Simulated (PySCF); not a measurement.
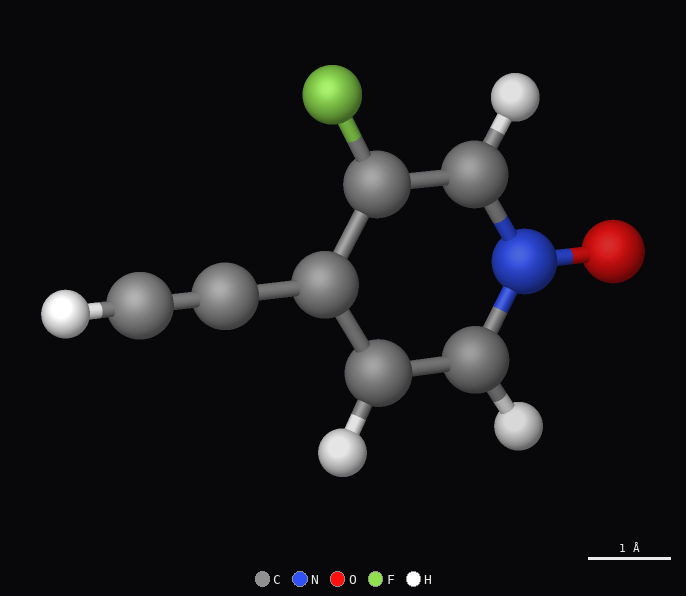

Ball-and-stick drawing of a structure.

Computed geometry: GFN2-xTB optimisation. No frequency run is at hand to confirm it as a minimum.

Identify the structure.

It has 14 atoms: 7 carbon, 4 hydrogen, 1 fluorine, 1 nitrogen and 1 oxygen (C₇H₄FNO). Its SMILES string is `C#Cc1cc[n+]([O-])cc1F`. Independent rings (smallest set): 1 of 6 members, 1 of them aromatic. Among its groups: alkyne, C–F bond. The point group is Cs. All atoms lie on one plane. Coordination: 2 C linear; 5 C trigonal planar; 1 N trigonal planar.

The parts below concern this one geometry. Atoms keep their numbers from picture to picture.

## Electronic properties

No frequency run is at hand to confirm it as a minimum. Method: PBE0/def2-SVPD, gas phase (PySCF 2.14.0). Excitations: vertical, linear response.

Give the lowest vertical singlet excitation at this level.

Answer. 4.09 eV.

Give the brightest of the 6 lowest singlets at this level.

Answer. 4.55 eV.

Estimate the HOMO energy (Kohn–Sham orbital).

Answer. −6.72 eV.

What is the LUMO energy (Kohn–Sham orbital)?

Answer. −2.13 eV.

## Ring current

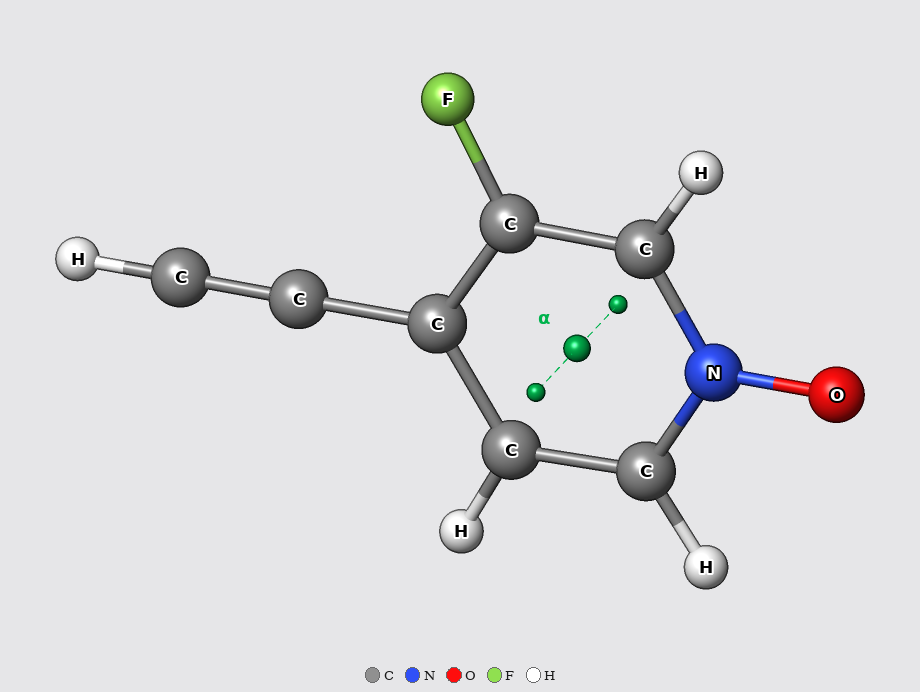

The small points mark where nucleus-independent chemical shifts (NICS) were computed: at the centre of each lettered ring and 1 Å above and below it. No frequency run is at hand to confirm it as a minimum. Method: GIAO PBE0/pcSseg-1 NMR shielding, non-relativistic, gas phase (PySCF 2.14.0).

Give NICS(0), NICS(1) and the out-of-plane component NICS(1)zz for each ring (means of the two sides).

```tsv
ring	members	NICS(0)	NICS(1)	NICS(1)zz
α	C5N	−8.0	−8.4	−18.9
```

Values in ppm.

What do the values say about the ring currents?

Answer. Ring α: diatropic, as in an aromatic ring. NICS is one index among several.

## Dipole moment

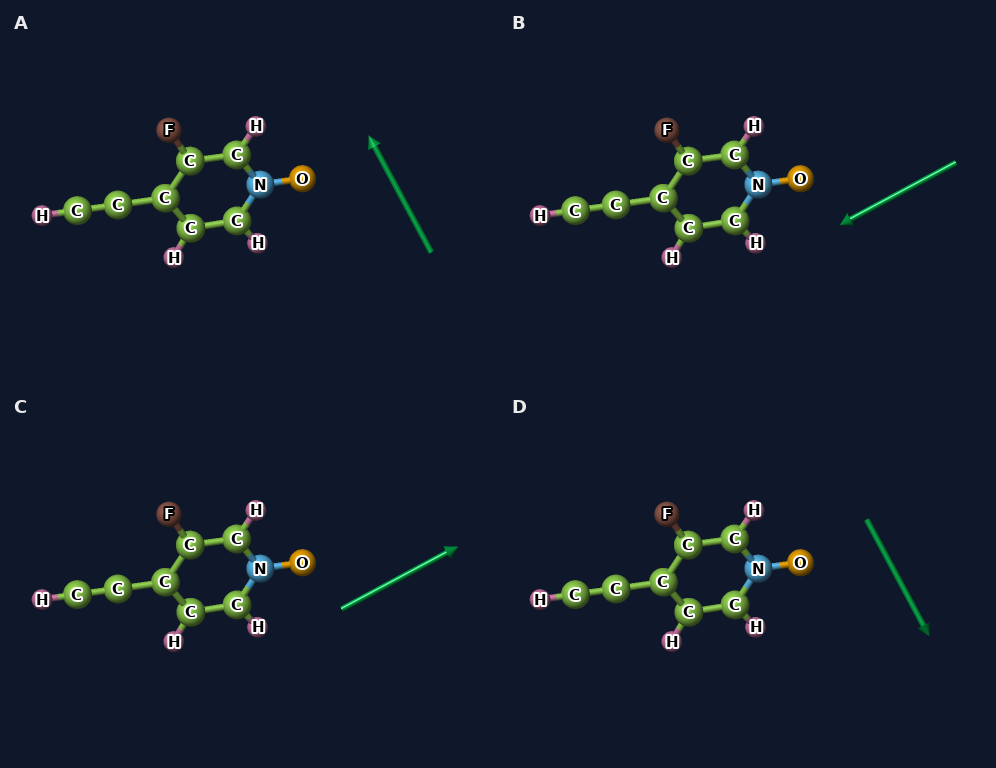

The same molecule four times, each with an arrow. No frequency run is at hand to confirm it as a minimum. Level of theory: PBE0/pcSseg-1, gas phase (PySCF 2.14.0).

Which arrow points along the dipole moment, from the negative to the positive end?

Answer. B. The dipole moment is 3.04 D.
